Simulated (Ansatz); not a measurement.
```yaml
crystal:
  lattice:
    - [3.79867, 0.00000, 0.00000]
    - [0.00000, 3.79867, 0.00000]
    - [0.00000, 0.00000, 16.74380]
  atoms:
    - { symbol: Al, position: [0.50000, 0.50000, 0.34017] }
    - { symbol: Al, position: [0.00000, 0.00000, 0.84017] }
    - { symbol: Al, position: [0.00000, 0.00000, 0.15983] }
    - { symbol: Al, position: [0.50000, 0.50000, 0.65983] }
    - { symbol: B, position: [0.50000, 0.50000, 0.00000] }
    - { symbol: B, position: [0.00000, 0.00000, 0.50000] }
    - { symbol: As, position: [0.00000, 0.50000, 0.06813] }
    - { symbol: As, position: [0.50000, 0.00000, 0.56813] }
    - { symbol: As, position: [0.50000, 0.00000, 0.25000] }
    - { symbol: As, position: [0.00000, 0.50000, 0.75000] }
    - { symbol: As, position: [0.00000, 0.50000, 0.43187] }
    - { symbol: As, position: [0.50000, 0.00000, 0.93187] }
```

Space group I-4m2; a structure generated by program, which may or may not match a known phase.

Computed with DFT PBE, scalar-relativistic, plane waves, PAW (Ansatz 0.2.0).

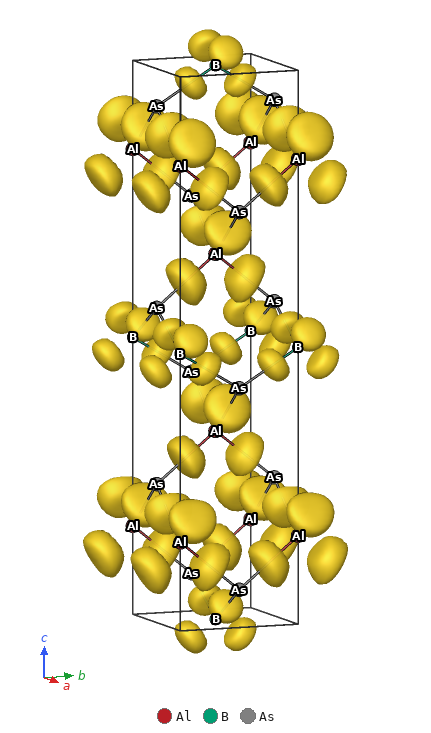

Al₂BAs₃. Isosurface of the electron localisation function at 0.75 (yellow), seen slightly off an axis. Only the valence region is drawn (cores and ρ < 0.01 e/Å³ removed). Sticks mark near contacts.

**What do the ELF domains correspond to?**

At this value the surface marks out 16 regions between bonded Al–As atoms (shared pairs) and eight regions between bonded As–B atoms (shared pairs), counted in one cell of 12 atoms. Any copies at cell faces, edges or corners count once. Profiles from the grid: B–As (2.22 Å): the ELF peaks at about 0.90 between the atoms: a shared electron pair. Al–As (2.43 Å): the ELF peaks at about 0.90 between the atoms: a shared electron pair.
